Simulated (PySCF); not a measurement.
## Electronic structure of H3O3Tl in real space

```xyz
7

Tl    0.6563   -0.0205    0.1857
O    -0.4323   -0.0053    1.9629
H    -1.3663    0.0519    1.7036
O    -0.1660    0.0120   -1.7609
H    -1.1325   -0.0116   -1.6771
O     2.7318   -0.0525    0.1030
H     2.9390   -0.0621   -0.8460
```

Core potentials replace the inner electrons of Tl.

All numbers below come from RKS r2SCAN, Tl def2-SVP with ECP60, O def2-SVP, H def2-SVP; non-relativistic Hamiltonian with scalar-relativistic core potentials where named; density fitting in PySCF.

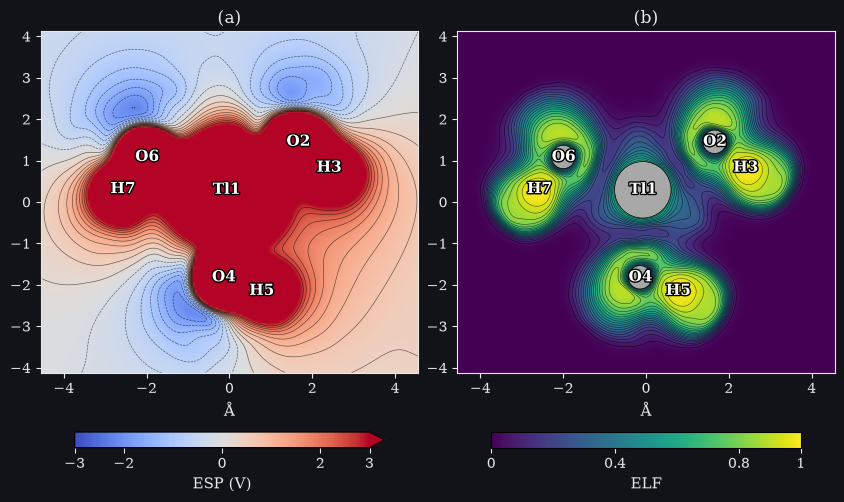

Figure 1. (a) molecular electrostatic potential; (b) ELF on the molecular plane. Grey discs cover the atomic cores in the ELF map.

What does the map show?

Answer. The section cuts through Tl, O and H sites.
Tl–O (2.08 Å): the ELF peaks at about 0.80 in the valence shell of O, 0.5 Å from its nucleus, and drops to about 0.20 between the two atoms.
O–H (0.97 Å): the ELF climbs to about 1 towards the hydrogen, as it does in any bond to H; an ordinary covalent bond to hydrogen.
The ELF also peaks beside O4, O6 and O2, away from the bonds: lone-pair regions.
Outside the dense part of the molecule the potential is most negative (−2.1 V) near O6.

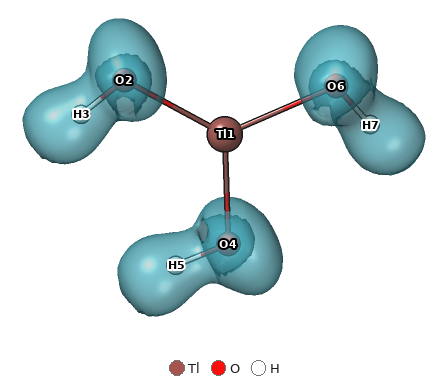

Figure 2. Isosurface of the ELF at 0.75 (cyan), seen at a tilt. Only the valence region is drawn (cores and ρ < 0.01 e/Å³ removed).

What do the ELF domains correspond to?

Answer. At this value the surface marks out three joined regions spread over several atoms (H, O), in which their bonds and any lone pairs are merged.

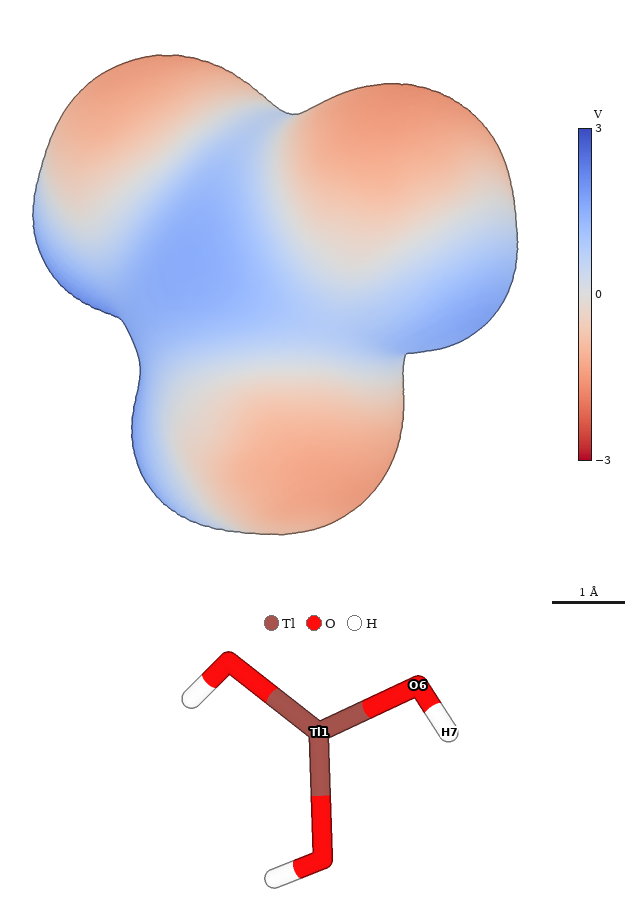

Figure 3. The molecular electrostatic potential painted on the density surface at 0.001 e/bohr³, seen at a tilt; the colour scale runs from red (negative) to blue (positive). The bare structure is drawn below in the same view.

Which sites attract a positive test charge, and which a negative one?

Answer. A positive charge is drawn to the negative regions and a negative charge to the positive ones. The most negative region (about −1.5 V) lies over O6, the most positive (about +2.1 V) over H3. O6 is the likeliest acceptor of a hydrogen bond.

What dipole moment does the calculation give?

Answer. Its dipole moment is 2.69 D.
